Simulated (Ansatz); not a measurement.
# Cu2H4O4 (Cu2(OH)4): what the fields show

Input file:

```
crystal:
  periodic: [false, false, false]
  atoms:
    - {symbol: Cu, position_ang: [-0.071359, -0.689857, 1.384303]}
    - {symbol: O, position_ang: [-0.160195, -1.503673, 2.977958]}
    - {symbol: O, position_ang: [-0.573712, 0.926210, 0.440764]}
    - {symbol: Cu, position_ang: [-0.146922, 0.598252, -1.420531]}
    - {symbol: O, position_ang: [-0.321339, 1.270728, -3.071973]}
    - {symbol: O, position_ang: [0.471370, -0.964280, -0.455472]}
    - {symbol: H, position_ang: [0.632506, -1.327509, 3.523182]}
    - {symbol: H, position_ang: [-1.095942, 1.669640, 0.796272]}
    - {symbol: H, position_ang: [0.451681, 1.811486, -3.330223]}
    - {symbol: H, position_ang: [0.813911, -1.790997, -0.844282]}
basis:
  gaussian: {orbitals: def2-TZVP, initial_orbitals: start.molden}
hamiltonian: {xc: pbe0, dispersion: d4}
scf: {omitted_lower_state_checks: [starts]}
output: {orbitals: {seedname: orbitals}}
```

Command:

```sh
ansatz run in.yaml --threads 4 --pin off --events-out ev --progress --plain --max-ram 4787MiB
```

Geometry: PBE-D4/def2-SVP.

Theory: RKS PBE0-D4/def2-TZVP (Ansatz 0.2.0).

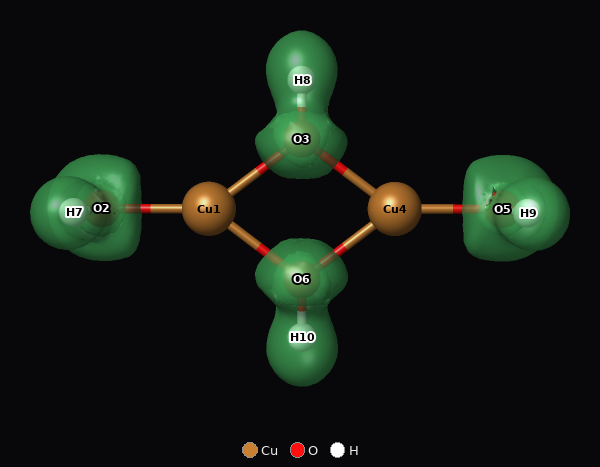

Figure 1. Isosurface of the electron localisation function at 0.75 (green), seen across its widest extent. Only the valence region is drawn (cores and ρ < 0.01 e/Å³ removed).

Identify the bonds, lone pairs and shells in this picture.

The ELF exceeds this value in four joined regions spread over several atoms (H, O), in which their bonds and any lone pairs are merged. Along the contacts the grid gives the following. Cu–O (1.79 Å): the ELF peaks at about 0.90 in the valence shell of O, 0.5 Å from its nucleus, and is about 0.20 at the midpoint. O–H (0.98 Å): the ELF climbs to about 1 towards the hydrogen, as it does in any bond to H; a covalent bond by its length.

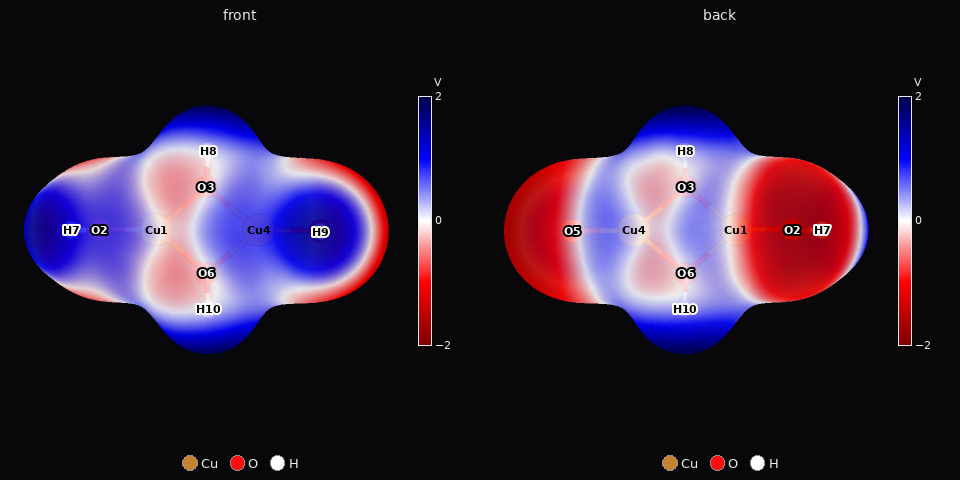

Figure 2. The electrostatic potential painted on the density surface at 0.001 e/bohr³, seen from the front and from behind; the colour scale runs from red (negative) to blue (positive).

Which sites attract a positive test charge, and which a negative one?

A positive charge is drawn to the negative regions and a negative charge to the positive ones. The most negative region (about −1.6 V) lies over O2 and O5, the most positive (about +1.9 V) over H8 and H10.

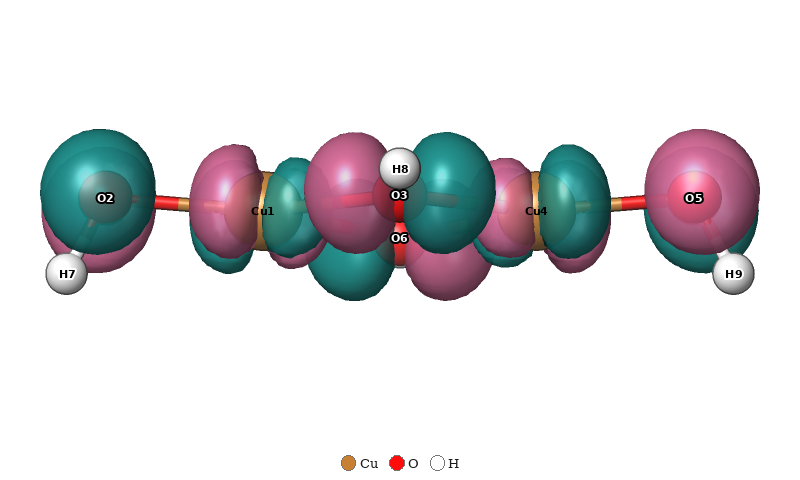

Figure 3. The LUMO at ±0.1 Å⁻³ᐟ² (teal and pink are the two phases), seen from one side.

Where does this orbital lie, and at what energy?

It lies mainly on Cu1 (about 25 %), Cu4 (about 25 %), O2 (about 10 %), O5 (about 10 %), O3 (about 10 %) and O6 (about 10 %). Its energy is −5.09 eV.
